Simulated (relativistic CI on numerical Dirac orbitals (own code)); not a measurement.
# As: one ion under different settings

How much do the settings matter for As? One ion, several inputs.

Method: Dirac-Coulomb-Breit CI, KLI orbitals optimised for each configuration, model QED (radiative potential, 1s self-energy scaled to tabulated hydrogen-like ionisation energies), numerical settings as typed. Code: relativistic CI on numerical Dirac orbitals (own code) version 3.

**1. The atom as given**

| Quantity | Value |
| --- | --- |
| ion | As (As I) |
| nuclear charge | 33 |
| electrons | 33 |
| isotope | A = 75 |

**2. The usual input**

The run's settings:

```ini
atom As  Z=33  charge=0  electrons=33
nucleus A=75  rms_radius_fm=4.0968
hamiltonian dirac-coulomb  breit=on  qed=on  c_scale=1
orbitals kli  potential=per-configuration
slater_scale 1
correlation none
mixing on
grid step=0.0125 r_max=201.2
scf mixing=0.4 start=green max_iterations=150 tolerance=2e-08 node_fill=0.05
configurations
  [Ar] 3d10 4s2 4p3
  [Ar] 3d10 4s2 4p2 4d
  [Ar] 3d10 4s2 4p2 5s
  [Ar] 3d10 4s 4p4
  [Ar] 3d10 4s2 4p2 5p
end
```

Command:

```bash
python run_levels.py task.json out
```

The settings of every run stand in task.json; they run in order.

**3. Breit term off, nuclear radius 4.5065, QED terms off**

The settings differ from step 2 so:

```diff
@@ -1,4 +1,4 @@
 atom As  Z=33  charge=0  electrons=33
-nucleus A=75  rms_radius_fm=4.0968
-hamiltonian dirac-coulomb  breit=on  qed=on  c_scale=1
+nucleus A=75  rms_radius_fm=4.5065
+hamiltonian dirac-coulomb  breit=off  qed=off  c_scale=1
 orbitals kli  potential=per-configuration
```

**4. Start potential previous, nuclear radius 3.6871**

The run's settings:

```ini
atom As  Z=33  charge=0  electrons=33
nucleus A=75  rms_radius_fm=3.6871
hamiltonian dirac-coulomb  breit=on  qed=on  c_scale=1
orbitals kli  potential=per-configuration
slater_scale 1
correlation none
mixing on
grid step=0.0125 r_max=201.2
scf mixing=0.4 start=previous max_iterations=150 tolerance=2e-08 node_fill=0.05
configurations
  [Ar] 3d10 4s2 4p3
  [Ar] 3d10 4s2 4p2 4d
  [Ar] 3d10 4s2 4p2 5s
  [Ar] 3d10 4s 4p4
  [Ar] 3d10 4s2 4p2 5p
end
```

**5. Grid step 0.008**

The run's settings:

```ini
atom As  Z=33  charge=0  electrons=33
nucleus A=75  rms_radius_fm=4.0968
hamiltonian dirac-coulomb  breit=on  qed=on  c_scale=1
orbitals kli  potential=per-configuration
slater_scale 1
correlation none
mixing on
grid step=0.008 r_max=201.2
scf mixing=0.4 start=green max_iterations=150 tolerance=2e-08 node_fill=0.05
configurations
  [Ar] 3d10 4s2 4p3
  [Ar] 3d10 4s2 4p2 4d
  [Ar] 3d10 4s2 4p2 5s
  [Ar] 3d10 4s 4p4
  [Ar] 3d10 4s2 4p2 5p
end
```

**6. Node fill 0.2**

The settings differ from step 5 so:

```diff
@@ -7,4 +7,4 @@
 mixing on
-grid step=0.008 r_max=201.2
-scf mixing=0.4 start=green max_iterations=150 tolerance=2e-08 node_fill=0.05
+grid step=0.0125 r_max=201.2
+scf mixing=0.4 start=green max_iterations=150 tolerance=2e-08 node_fill=0.2
 configurations
```

**7. Slater scale 5**

The settings differ from step 6 so:

```diff
@@ -4,3 +4,3 @@
 orbitals kli  potential=per-configuration
-slater_scale 1
+slater_scale 5
 correlation none
@@ -8,3 +8,3 @@
 grid step=0.0125 r_max=201.2
-scf mixing=0.4 start=green max_iterations=150 tolerance=2e-08 node_fill=0.2
+scf mixing=0.4 start=green max_iterations=81 tolerance=2e-08 node_fill=0.05
 configurations
```

(Steps that only read results are left out.)

Q: Predict the outcome of this session. Wanted: lowest level, usual settings; total energy; first excitation.

The runs gave:

| setting | total energy less usual (Ha) | largest shift of a level among the lowest eight of both runs, same label and place (cm⁻¹) | SCF iterations | time | lowest level | kind of change |
| --- | --- | --- | --- | --- | --- | --- |
| usual | 0 | 0 | 58 | 0.32 s | 4p3 4S°3/2 | - |
| Breit term off, nuclear radius 4.5065, QED terms off | -1.76 | 26.7 | 58 | 0.26 s | 4p3 4S°3/2 | unphysical constant |
| start potential previous, nuclear radius 3.6871 | -0.00268 | 0.109 | 54 | 0.3 s | 4p3 4S°3/2 | unphysical constant |
| grid step 0.008 | -4.79e-05 | 0.0124 | 59 | 0.48 s | 4p3 4S°3/2 | numerical |
| node fill 0.2 | 0.00546 | 139 | 58 | 0.31 s | 4p3 4S°3/2 | numerical |
| Slater scale 5 | -0.258 | 56600 | 58 | 0.31 s | 4p3 4S°3/2 | unsound |

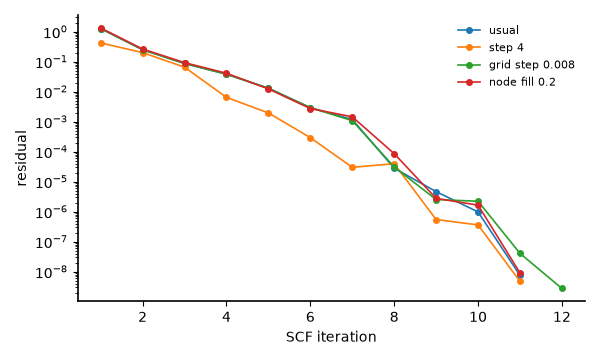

Residual of the first configuration's SCF.

```
                    quantity          value
lowest level, usual settings     4p3 4S°3/2
                total energy  -2257.7266 Ha
            first excitation   14128.3 cm⁻¹
```

**Reading.** Among the runs whose levels can be followed, they move most under «Slater scale 5» (unsound), by up to 56600 cm⁻¹. Only the listed configurations are in the model. In a near-neutral ion this small CI can misplace whole configurations by 10,000 cm⁻¹ or more.
